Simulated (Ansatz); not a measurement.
**Ir: response to strain**

Ir is deformed so: equal xy, yz and zx engineering shear strains of +3 %. What stress and forces result, by LAPW, PAW and all-electron datasets made for the crystal?

Computed with Ansatz 0.2.0 (DFT PBEsol, scalar-relativistic, unless a step's input says otherwise).

**1. The starting structure**

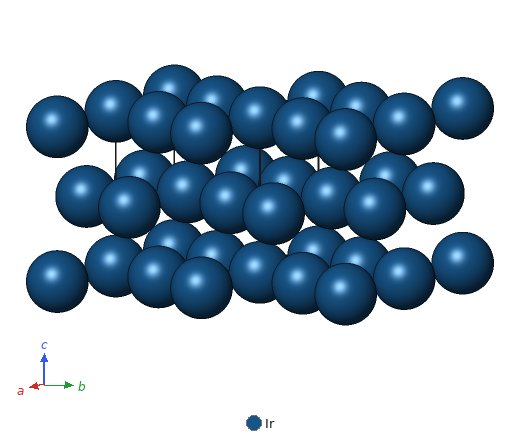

Start, viewed slightly off an axis; iridium blue. 2×2×1 cells are drawn. Atoms on the faces are drawn again on the opposite ones. The cell drawn here is the conventional one.

Structure file:

```xyz
1
Lattice="0.0000 1.9197 1.9197 1.9197 0.0000 1.9197 1.9197 1.9197 0.0000" Properties=species:S:1:pos:R:3 pbc="T T T"
Ir    0.0000    0.0000    0.0000
```

**2. After the deformation**

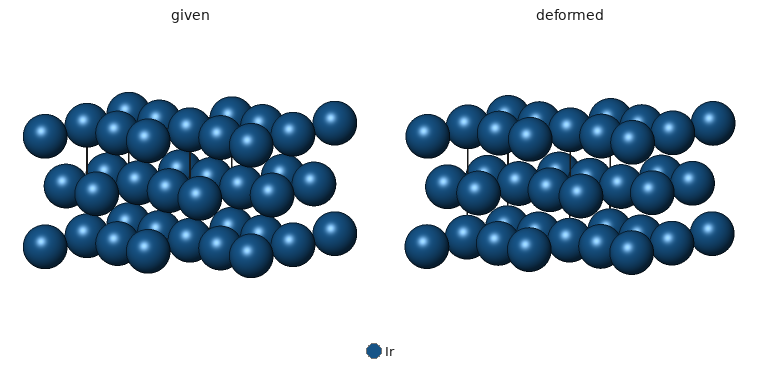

Given and deformed, at one scale.

Space group Fm-3m before, R-3m after.

**3. All-electron LAPW**

Input file input.yaml:

```yaml
crystal:
  lattice:
    - [0.057591, 1.9484955, 1.9484955]
    - [1.9484955, 0.057591, 1.9484955]
    - [1.9484955, 1.9484955, 0.057591]
  atoms:
    - { symbol: Ir, position: [0.0, 0.0, 0.0] }
kpoints:
  mp_grid: { grid: [15, 15, 15] }
  band_path:
    path:
      - [0.0, 0.0, 0.0]
      - [0.5, 0.5, 0.5]
      - [0.2428775097, 0.5, 0.7571224903]
      - [-0.2428775097, 0.2428775097, 0.5]
      - [0.0, 0.0, 0.5]
      - [0.0, 0.0, 0.0]
      - [-0.3714387548, 0.0, 0.3714387548]
      - [0.0, 0.3714387548, 0.6285612452]
      - [0.0, 0.5, 0.5]
    npoints: 5
scf:
  occupations: { method: fermi_dirac, width: 0.05 }
hamiltonian:
  xc: pbesol
  pseudopotentials: { kind: all_electron, lapw: { basis_error: 0.0005 } }
output:
  forces: true
  stress: true
  eigenvalues: true
```

On the command line:

```bash
ansatz run input.yaml --threads 1 --pin off --max-ram 3072MiB --backend cpu --events-out ev --progress --plain --runs-dir out
```

The program printed (excerpt; [...] marks lines left out):

```text
LAPW: plane waves up to 9.106 Å⁻¹, error target 5.0e-4 eV per atom; small_component_spin mean_spin; Ir in spheres of 1.337 Å, 41 of its electrons in bands, Dirac shells []
[...]
Pseudopotentials: kind: all_electron
Pseudopotential: Ir, LAPW, valence charge 41, Koelling and Harmon's equation, gaussian nucleus
Functional definition: PBEsol
[...]
Crystal: 1 atoms, lattice volume = 14.140 Å³
Basis set: ecut = 315.9437996386791 eV, 169 PW (Γ), exchange–correlation at level 2
Bands: 25, of which v1, the nominal top of the filled ones, is band 21 counted from 1 (20 counted from 0)
Symmetry: 12 space group operations
Space group: R-3m (ITA 166), of the structure as read, at distance tolerance 2.4e-5 Å
k-points: 344 of 3375
[...]
SCF iter   1: F=—  HF=-484889.789545 eV  |F-HF|=—  |Δ(HF+E_count)|=         —  Δρ=2.02e-2  dr2=2.46e-2  ethr=5.95e-5  ⟨swp⟩=3.1  Hψ=55492  notcnv=0
[...]
the basis was enlarged: its passes take 1.1 MiB over the memory plan, 1 of 1 planned eigensolver slots
[...]
SCF iter   6: F=-484889.702008 eV  HF=-484889.702008 eV  |F-HF|=1.04e-8  |Δ(HF+E_count)|=   4.52e-7  Δρ=9.92e-6  dr2=1.05e-8  ethr=2.43e-9  ⟨swp⟩=2.0  Hψ=24820  notcnv=0
[...]
NSCF: frozen V_eff on 41 k-points
SCF converged after 6 iterations
Free energy (F): -484889.702008 eV
[...]
E sigma→0 (E₀):  -484889.698324 eV
Entropy (-TS):   -0.007369 eV (-7.369 meV/atom)
Fermi energy:    31.879011 eV
[...]
--- Forces (eV/Å), atoms counted from 1 ---
  atom   1  Ir     0.00000000    -0.00000000    -0.00000000
[...]
--- Stress (GPa, compression-positive) ---
       -1.474413      -8.450059      -8.450059
       -8.450059      -1.474413      -8.450059
       -8.450059      -8.450059      -1.474413
  P = ⅓ Tr σ = -1.4744 GPa (-14.744 kbar)
--- Band table (eV; the first three rows and the last of 344) ---
  k-point 0: bands = ["-253.5090", "-253.5090", "-253.4991", "-253.4625", "-253.4625", "-61.0556", "-25.4111", "-25.3799", "-25.3632", "-25.3632", "-25.3582", "-25.3500", "-25.3500", "-17.5310", "-17.4804", "-17.4804", "20.6691", "27.4868", "28.1390", "28.1390", "30.7045", "30.7045", [...]
[...]
```

Run time: 21 s. Hardware: 1 thread of Intel Xeon 6975P-C (Granite Rapids), shared host; peak memory 0.65 GiB.

This run gives: pressure -1.47 GPa; no gap.

**4. PAW on the default files**

Input file input.yaml:

```yaml
crystal:
  lattice:
    - [0.057591, 1.9484955, 1.9484955]
    - [1.9484955, 0.057591, 1.9484955]
    - [1.9484955, 1.9484955, 0.057591]
  atoms:
    - { symbol: Ir, position: [0.0, 0.0, 0.0] }
kpoints:
  mp_grid: { grid: [15, 15, 15] }
scf:
  occupations: { method: fermi_dirac, width: 0.05 }
hamiltonian:
  xc: pbesol
  pseudopotentials: { kind: paw }
output:
  forces: true
  stress: true
  eigenvalues: true
  efg: { contact_densities: true }
```

On the command line:

```bash
ansatz run input.yaml --threads 1 --pin off --max-ram 3072MiB --backend cpu --events-out ev --progress --plain --runs-dir out
```

The program printed (excerpt; [...] marks lines left out):

```text
Ir: output.efg is read without spin–orbit coupling, which moves field gradients at and beside such atoms by some per cent and up to a factor of two; PAW files take it under magnetization.noncollinear and magnetization.spin_orbit
[...]
Pseudopotentials: kind: paw
Pseudopotential: Ir, paw, valence charge 17, recommended cutoff 420 eV (normal)
Functional definition: PBEsol
[...]
Crystal: 1 atoms, lattice volume = 14.140 Å³
Basis set: ecut = 420 eV, 289 PW (Γ), exchange–correlation on 40×40×40 points (8 copies of the dense FFT grid, shifted against one another)
Bands: 13, of which v1, the nominal top of the filled ones, is band 9 counted from 1 (8 counted from 0)
Symmetry: 12 space group operations
Space group: R-3m (ITA 166), of the structure as read, at distance tolerance 2.4e-5 Å
k-points: 344 of 3375
[...]
SCF converged after 6 iterations
Free energy (F): -11799.010493 eV
[...]
E sigma→0 (E₀):  -11799.006809 eV
Entropy (-TS):   -0.007367 eV (-7.367 meV/atom)
Fermi energy:    25.699612 eV
[...]
--- Forces (eV/Å), atoms counted from 1 ---
  atom   1  Ir    -0.00000000     0.00000000     0.00000000
[...]
--- Stress (GPa, compression-positive) ---
       -1.432419      -8.455911      -8.455911
       -8.455911      -1.432419      -8.455911
       -8.455911      -8.455911      -1.432419
  P = ⅓ Tr σ = -1.4324 GPa (-14.324 kbar)
--- PAW observables at the nuclei: V_zz in 10²¹ V/m², potentials from the cell's mean, atoms counted from 1 ---
  atom   1  Ir V_zz =    +5.915028   η = 0.0000   by run symmetry: allowed
            electrostatic potential = -15798.243844 V   contact ρ = 11152101.982647 e/Å³
--- Band table (eV; the first three rows and the last of 344) ---
  k-point 0: bands = ["-67.2295", "-23.7072", "-23.6587", "-23.6587", "14.4839", "21.3049", "21.9560", "21.9560", "24.5241", "24.5241", "39.2082", "43.8711", "45.2276"]
[...]
```

Wall time 2.7 s (1 thread of Intel Xeon 6975P-C (Granite Rapids), shared host); peak memory 0.45 GiB.

In short: pressure -1.43 GPa; no gap; Vzz Ir 5.92 (η = 0.00) (10²¹ V/m²).

**5. All-electron PAW on datasets made for the crystal**

Edit input.yaml of step 4 so:

```diff
@@ -13,3 +13,3 @@
   xc: pbesol
-  pseudopotentials: { kind: paw }
+  pseudopotentials: { kind: all_electron, datasets: crystal }
 output:
```

On the command line:

```bash
ansatz run input.yaml --threads 1 --pin off --max-ram 3072MiB --backend cpu --events-out ev --progress --plain --runs-dir out
```

The program printed (excerpt; [...] marks lines left out):

```text
[...]
Ir: output.efg is read without spin–orbit coupling, which moves field gradients at and beside such atoms by some per cent and up to a factor of two; PAW files take it under magnetization.noncollinear and magnetization.spin_orbit
[...]
Pseudopotentials: kind: all_electron
Pseudopotential: Ir, paw, valence charge 31, recommended cutoff 320 eV (normal), Koelling and Harmon's equation, gaussian nucleus
Functional definition: PBEsol
[...]
Crystal: 1 atoms, lattice volume = 14.140 Å³
Basis set: ecut = 320 eV, 175 PW (Γ), exchange–correlation on 36×36×36 points (8 copies of the dense FFT grid, shifted against one another)
Bands: 9, of which v1, the nominal top of the filled ones, is band 5 counted from 1 (4 counted from 0)
Symmetry: 12 space group operations
Space group: R-3m (ITA 166), of the structure as read, at distance tolerance 2.4e-5 Å
k-points: 344 of 3375
[...]
Fermi energy:    31.879071 eV
[...]
  The terms above E_closure are by the made datasets' own strengths, without shells solved beside the bands.
--- Forces (eV/Å), atoms counted from 1 ---
  atom   1  Ir    -0.00000000     0.00000000    -0.00000000
[...]
--- Stress (GPa, compression-positive) ---
       -1.474417      -8.450312      -8.450312
       -8.450312      -1.474417      -8.450312
       -8.450312      -8.450312      -1.474417
  P = ⅓ Tr σ = -1.4744 GPa (-14.744 kbar)
  It holds what live shells' own plane waves past their cutoff add
--- PAW observables at the nuclei: V_zz in 10²¹ V/m², potentials from the cell's mean, atoms counted from 1 ---
  atom   1  Ir V_zz =    +5.750446   η = 0.0000   by run symmetry: allowed
            electrostatic potential = -15795.271995 V   contact ρ = 11145735.699290 e/Å³
--- Band table (eV; the first three rows and the last of 344) ---
  k-point 0: bands = ["20.6691", "27.4869", "28.1390", "28.1390", "30.7045", "30.7045", "45.3837"]
[...]
```

Wall time 8.8 s (1 thread of Intel Xeon 6975P-C (Granite Rapids), shared host); peak memory 0.58 GiB.

Read from it: pressure -1.47 GPa; no gap; Vzz Ir 5.75 (η = 0.00) (10²¹ V/m²).

**6. Side by side**

Stress (GPa, compression positive):

| method | xx | yy | zz | yz | xz | xy |
| --- | --- | --- | --- | --- | --- | --- |
| LAPW | -1.47 | -1.47 | -1.47 | -8.45 | -8.45 | -8.45 |
| PAW | -1.43 | -1.43 | -1.43 | -8.46 | -8.46 | -8.46 |
| crystal datasets | -1.47 | -1.47 | -1.47 | -8.45 | -8.45 | -8.45 |

```
          method  pressure (GPa)  Vzz Ir (10²¹ V/m²)  SCF cycles, all passes
            LAPW           -1.47                   –                       6
             PAW           -1.43                5.92                       6
crystal datasets           -1.47                5.75                       7
```

**7. Summary of results**

```
                                 quantity                                              value
                                 pressure  LAPW -1.47, PAW -1.43, crystal datasets -1.47 GPa
largest shear or deviatoric stress (LAPW)                                           8.45 GPa
```

The largest part of the stress beyond the pressure is 8.45 GPa in size. No run of the undeformed cell stands beside it, so the pressure holds what the given cell had before the change. PAW: stress within 0.04 GPa of LAPW. Crystal datasets: stress within 0.01 GPa of LAPW. Spin-orbit coupling is left out, though the cell holds Ir; in elements this heavy it can shift bands and gaps by tenths of an eV.
